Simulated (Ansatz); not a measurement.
**C2H9BO2Si (SMILES CC([SiH3])B(O)O): density, localisation and related maps**

Input file:

```
crystal:
  periodic: [false, false, false]
  atoms:
    - { symbol: C, position_ang: [-0.732, -0.949, -1.2026] }
    - { symbol: C, position_ang: [-0.1634, -0.6139, 0.1521] }
    - { symbol: Si, position_ang: [1.6524, -0.3146, -0.0377] }
    - { symbol: B, position_ang: [-0.7621, 0.6679, 0.8573] }
    - { symbol: O, position_ang: [-0.4724, 0.9946, 2.2168] }
    - { symbol: O, position_ang: [-1.8539, 1.4617, 0.1662] }
    - { symbol: H, position_ang: [-0.6108, -0.0455, -1.9052] }
    - { symbol: H, position_ang: [-0.2724, -1.7899, -1.6669] }
    - { symbol: H, position_ang: [-1.8644, -1.0869, -1.0652] }
    - { symbol: H, position_ang: [-0.3067, -1.4936, 0.8318] }
    - { symbol: H, position_ang: [2.2706, -0.0994, 1.3243] }
    - { symbol: H, position_ang: [2.3295, -1.4825, -0.6331] }
    - { symbol: H, position_ang: [1.8666, 0.8944, -0.8808] }
    - { symbol: H, position_ang: [0.2436, 1.6615, 2.1622] }
    - { symbol: H, position_ang: [-1.3464, 2.1444, -0.2899] }
basis:
  gaussian: { orbitals: def2-SVP }
hamiltonian:
  xc: revpbe
  dispersion: d4
relax:
  f_tol: 0.015
  max_steps: 40
output:
  orbitals: {}
```

Command:

```sh
ansatz run input.yaml --threads 2 --pin off --max-ram 3072MiB --backend cpu --events-out ev --progress --plain --runs-dir out
```

The fields are those of the relaxed geometry.

The calculation used RKS revPBE-D4/def2-SVP (Ansatz 0.2.0).

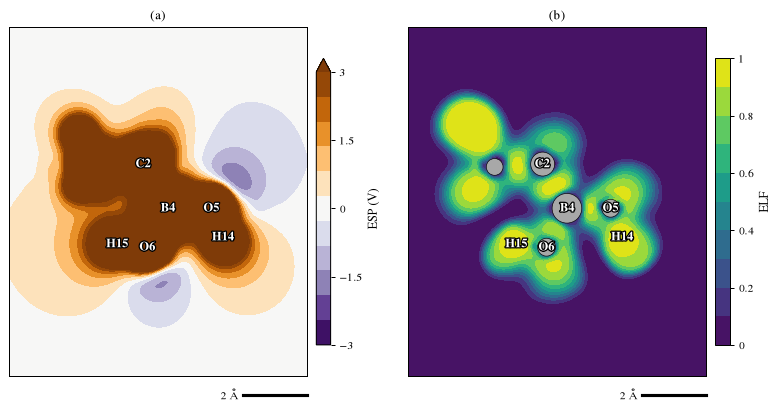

Figure 1. (a) molecular electrostatic potential; (b) ELF on the plane of atoms B4, O6 and H15. Grey discs cover the atomic cores in the ELF map.

Question: What do the fields say about this system?

Answer: The section cuts through C, B, O and H sites. B–O (1.38 Å): the ELF peaks at about 0.95 between the atoms, as expected for a shared but strongly polarised pair. C–B (1.59 Å): the ELF peaks at about 0.95 between the atoms; localised, covalent bonding. O–H (0.97 Å): the ELF climbs to about 1 towards the hydrogen, as it does in any bond to H (an ordinary covalent bond to hydrogen). The ELF also peaks beside O6 and O5, away from the bonds: lone-pair regions. Outside the dense part of the molecule the potential is most negative (−1.8 V) near O5.

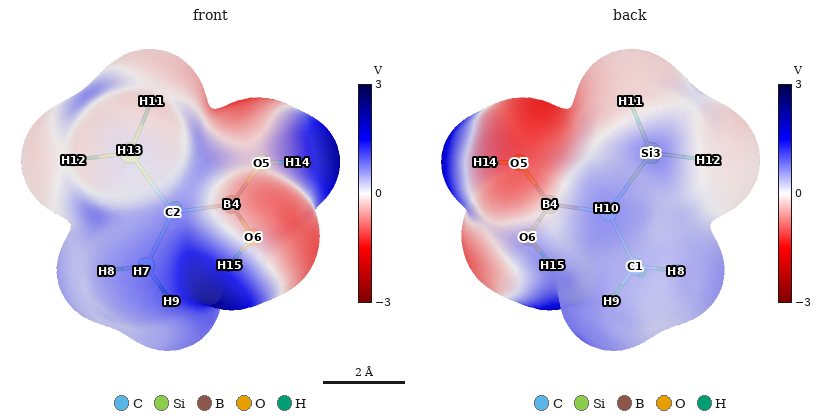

Figure 2. The molecular electrostatic potential painted on the density surface at 0.002 e/bohr³, seen from the front and from behind; red is negative and blue positive.

Question: Which sites attract a positive test charge, and which a negative one?

Answer: A positive charge is drawn to the negative regions and a negative charge to the positive ones. The most negative region (about −1.4 V) lies over O5, the most positive (about +2.3 V) over H15. O5 is the likeliest acceptor of a hydrogen bond.

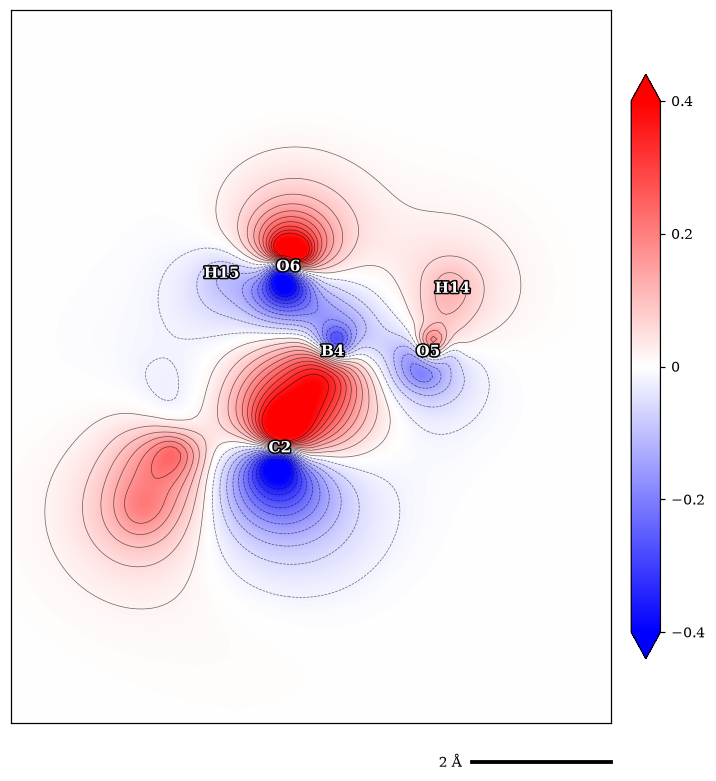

Figure 3. The HOMO on the plane of atoms O5, B4 and O6 (values in Å⁻³ᐟ²; the overall sign is arbitrary).

Question: What is the character of this orbital?

Answer: By Hirshfeld shares it lies mainly on C2 (about 30 %), Si3 (about 20 %), B4 (about 10 %), O6 (about 10 %), O5 (about 5 %) and C1 (about 5 %). Its energy is −6.80 eV.
